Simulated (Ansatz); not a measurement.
**Run report: AlBH₄ClOF, nudged elastic band**

- system: AlBH₄ClOF
- method: RKS PBE0-D4/6-31G* (Ansatz 0.2.0)

One setting was made poor on purpose. It belongs to a series of runs on one base structure; here: an input spoilt on purpose.

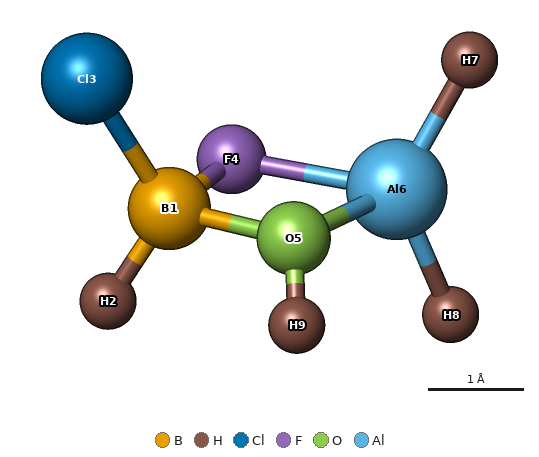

Fig. 1: The starting structure (ball-and-stick view, seen at a tilt; atoms are numbered from 1 in the order of the input). Sticks mark near contacts.

The input
```yaml
crystal:
  periodic: [false, false, false]
  atoms:
    - { symbol: B, position_ang: [0.172091, -0.309028, 0.157024] }
    - { symbol: H, position_ang: [-0.46847, 0.498969, 0.761141] }
    - { symbol: Cl, position_ang: [1.639663, 0.289039, -0.679655] }
    - { symbol: F, position_ang: [-0.73668, -0.996981, -0.894159] }
    - { symbol: O, position_ang: [0.441391, -1.569834, 0.955884] }
    - { symbol: Al, position_ang: [-0.663852, -2.674568, -0.130705] }
    - { symbol: H, position_ang: [0.137525, -3.667074, -1.058581] }
    - { symbol: H, position_ang: [-1.989632, -2.988258, 0.679346] }
    - { symbol: H, position_ang: [0.219463, -1.458063, 1.890107] }
basis:
  gaussian: { orbitals: "6-31G*" }
hamiltonian:
  xc: pbe0
  dispersion: d4
neb:
  order_check: false
  images: 7
  f_tol: 0.05
  max_iterations: 8
  final_atoms:
    - { symbol: B, position_ang: [0.43782942, -0.20900189, -0.75408822] }
    - { symbol: H, position_ang: [-0.25832587, -0.79245443, 2.34105563] }
    - { symbol: Cl, position_ang: [1.05248391, 0.30313151, -2.33183021] }
    - { symbol: F, position_ang: [0.52580811, 0.66808521, 0.24326478] }
    - { symbol: O, position_ang: [-0.08188404, -1.41089066, -0.57057484] }
    - { symbol: Al, position_ang: [-0.6673538, -2.96751853, -0.15801535] }
    - { symbol: H, position_ang: [0.41161277, -4.032127, 0.30412162] }
    - { symbol: H, position_ang: [-2.22829024, -3.19636474, -0.30597921] }
  initial_path: idpp
```

Machine: 2 threads of Arm Neoverse V2, 24 GiB of memory available, shared host.

Command:
```bash
ansatz run input.yaml --threads 2 --pin off --max-ram 3072MiB --backend cpu --events-out ev --progress --plain --runs-dir out
```

Output
```
Error: invalid value for `neb.final_atoms`: lists 8 atoms but crystal.atoms has 9 — the final endpoint must contain the same atoms in the same order
```

Outcome

- outcome: refused by the program

Diagnosis

The program refused the input: “invalid value for `neb.final_atoms`: lists 8 atoms but crystal.atoms has 9 — the final endpoint must contain the same atoms in the same order” A deliberately poor setting: bad input.
